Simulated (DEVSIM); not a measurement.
Device: Si p+/n-/n+ power diode, at 300 K.

```csv
layer (left to right),material,thickness (μm),Nd (cm⁻³),Na (cm⁻³),τn (s),τp (s)
1,Si,1.00,-,9e18,6.7e-7,6.7e-7
2,Si,6.60,3e16,-,6.7e-7,6.7e-7
3,Si,8.00,1.2e18,-,6.7e-7,6.7e-7
```

Left contact: ohmic. Right contact: ohmic. Voltage is applied to the left contact. Recombination: SRH at mid-gap, radiative. Mobility is μmin + (μ − μmin)/(1 + (N/Nref)^α).

The device is made up for the run: typed textbook-type constants, with dimensions and the other settings drawn at random. Values at 300 K.

```csv
parameter,Si
gap (eV),1.124
affinity (eV),4.05
permittivity,11.7
Nc (cm⁻³),2.86e19
Nv (cm⁻³),3.1e19
μn (cm²/Vs),1417
μp (cm²/Vs),470
"μn,min",52
"μp,min",45
"Nref,n",9.7e16
"Nref,p",2.2e17
αn,0.68
αp,0.72
B (cm³/s),4.7e-15
```

Simulated with DEVSIM: 1D drift-diffusion, Boltzmann statistics, complete ionisation; no tunnelling, impact ionisation, image-force lowering or self-heating.

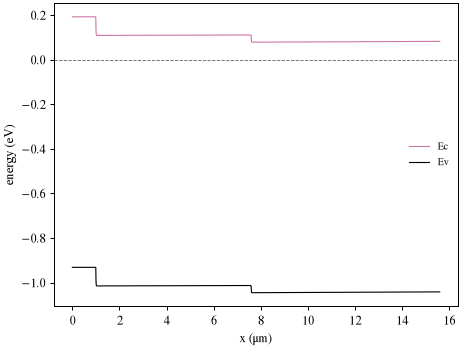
Fig. 1. Band edges at 0.9 V on the left contact

Energies count from the Fermi level of the right contact; mesh points crowd at the junctions.

```json
[
 {"x (μm)": "0.000", "Ec (eV)": "0.192", "Ev (eV)": "-0.932", "n (cm⁻³)": "< 1e2", "p (cm⁻³)": "9.0e18", "field (V/cm)": "≈ 0"},
 {"x (μm)": "0.05261", "Ec (eV)": "0.192", "Ev (eV)": "-0.932", "n (cm⁻³)": "8.1e14", "p (cm⁻³)": "9.0e18", "field (V/cm)": "≈ 0"},
 {"x (μm)": "0.2057", "Ec (eV)": "0.192", "Ev (eV)": "-0.932", "n (cm⁻³)": "3.2e15", "p (cm⁻³)": "9.0e18", "field (V/cm)": "≈ 0"},
 {"x (μm)": "0.6250", "Ec (eV)": "0.192", "Ev (eV)": "-0.932", "n (cm⁻³)": "9.6e15", "p (cm⁻³)": "9.0e18", "field (V/cm)": "≈ 0"},
 {"x (μm)": "0.9337", "Ec (eV)": "0.192", "Ev (eV)": "-0.932", "n (cm⁻³)": "1.4e16", "p (cm⁻³)": "9.0e18", "field (V/cm)": "≈ 0"},
 {"x (μm)": "0.9944", "Ec (eV)": "0.192", "Ev (eV)": "-0.932", "n (cm⁻³)": "1.6e16", "p (cm⁻³)": "8.8e18", "field (V/cm)": "-4100"},
 {"x (μm)": "1.037", "Ec (eV)": "0.109", "Ev (eV)": "-1.015", "n (cm⁻³)": "3.9e17", "p (cm⁻³)": "3.6e17", "field (V/cm)": "-44"},
 {"x (μm)": "1.262", "Ec (eV)": "0.109", "Ev (eV)": "-1.015", "n (cm⁻³)": "3.9e17", "p (cm⁻³)": "3.6e17", "field (V/cm)": "≈ 0"},
 {"x (μm)": "1.866", "Ec (eV)": "0.109", "Ev (eV)": "-1.015", "n (cm⁻³)": "3.8e17", "p (cm⁻³)": "3.5e17", "field (V/cm)": "≈ 0"},
 {"x (μm)": "3.860", "Ec (eV)": "0.110", "Ev (eV)": "-1.014", "n (cm⁻³)": "3.8e17", "p (cm⁻³)": "3.5e17", "field (V/cm)": "≈ 0"},
 {"x (μm)": "6.367", "Ec (eV)": "0.110", "Ev (eV)": "-1.014", "n (cm⁻³)": "3.7e17", "p (cm⁻³)": "3.4e17", "field (V/cm)": "≈ 0"},
 {"x (μm)": "7.355", "Ec (eV)": "0.111", "Ev (eV)": "-1.014", "n (cm⁻³)": "3.7e17", "p (cm⁻³)": "3.4e17", "field (V/cm)": "≈ 0"},
 {"x (μm)": "7.541", "Ec (eV)": "0.111", "Ev (eV)": "-1.013", "n (cm⁻³)": "3.7e17", "p (cm⁻³)": "3.4e17", "field (V/cm)": "≈ 0"},
 {"x (μm)": "7.597", "Ec (eV)": "0.100", "Ev (eV)": "-1.024", "n (cm⁻³)": "5.7e17", "p (cm⁻³)": "2.2e17", "field (V/cm)": "-23000"},
 {"x (μm)": "7.676", "Ec (eV)": "0.078", "Ev (eV)": "-1.046", "n (cm⁻³)": "1.3e18", "p (cm⁻³)": "9.7e16", "field (V/cm)": "≈ 0"},
 {"x (μm)": "7.900", "Ec (eV)": "0.078", "Ev (eV)": "-1.046", "n (cm⁻³)": "1.3e18", "p (cm⁻³)": "9.5e16", "field (V/cm)": "≈ 0"},
 {"x (μm)": "8.585", "Ec (eV)": "0.079", "Ev (eV)": "-1.045", "n (cm⁻³)": "1.3e18", "p (cm⁻³)": "8.6e16", "field (V/cm)": "≈ 0"},
 {"x (μm)": "10.85", "Ec (eV)": "0.080", "Ev (eV)": "-1.044", "n (cm⁻³)": "1.3e18", "p (cm⁻³)": "5.8e16", "field (V/cm)": "≈ 0"},
 {"x (μm)": "14.53", "Ec (eV)": "0.081", "Ev (eV)": "-1.042", "n (cm⁻³)": "1.2e18", "p (cm⁻³)": "1.3e16", "field (V/cm)": "≈ 0"},
 {"x (μm)": "15.27", "Ec (eV)": "0.082", "Ev (eV)": "-1.042", "n (cm⁻³)": "1.2e18", "p (cm⁻³)": "4.1e15", "field (V/cm)": "≈ 0"},
 {"x (μm)": "15.52", "Ec (eV)": "0.082", "Ev (eV)": "-1.042", "n (cm⁻³)": "1.2e18", "p (cm⁻³)": "1.1e15", "field (V/cm)": "≈ 0"},
 {"x (μm)": "15.60", "Ec (eV)": "0.082", "Ev (eV)": "-1.042", "n (cm⁻³)": "1.2e18", "p (cm⁻³)": "< 1e2", "field (V/cm)": "≈ 0"}
]
```
